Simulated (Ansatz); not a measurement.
H2S2Se (SMILES S[Se]S)

The calculation's input:

```
crystal:
  periodic: [false, false, false]
  atoms:
    - {symbol: S, position_ang: [0.248327, -2.058461, 0.226845]}
    - {symbol: S, position_ang: [0.347606, 1.379932, 0.763800]}
    - {symbol: Se, position_ang: [-0.826009, -0.416361, 1.196828]}
    - {symbol: H, position_ang: [-0.363569, -1.990302, -0.969706]}
    - {symbol: H, position_ang: [-0.256624, 1.714171, -0.391185]}
basis:
  gaussian:
    orbitals: def2-TZVPD
total_charge: 0
hamiltonian:
  xc: {name: PBE0}
output: {forces: true, orbitals: {seedname: orbitals}}
```

Launched as:

```sh
ansatz run input.yaml --threads 2 --pin off --max-ram 4350MiB --events-out events.jsonl --progress --plain --runs-dir runs
```

Geometry: PBE0-D4/def2-TZVP.

Computed with isolated molecule in a Gaussian basis; Kohn-Sham density functional theory, functional PBE0 in Ansatz 0.2.0.

Predict the electron density and electron localisation function between the atoms.

Se–S (2.19 Å): the density is about 0.85 e/Å³ at the midpoint; the ELF peaks at about 0.80 between the atoms (localised, covalent bonding).

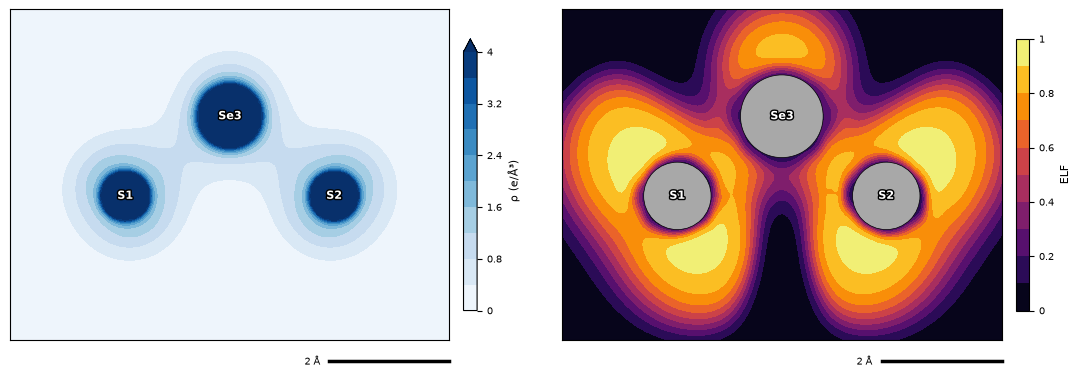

Computed electron density and electron localisation function on the plane of atoms S1, Se3 and S2, in this order. Grey discs cover the atomic cores in the ELF map. 
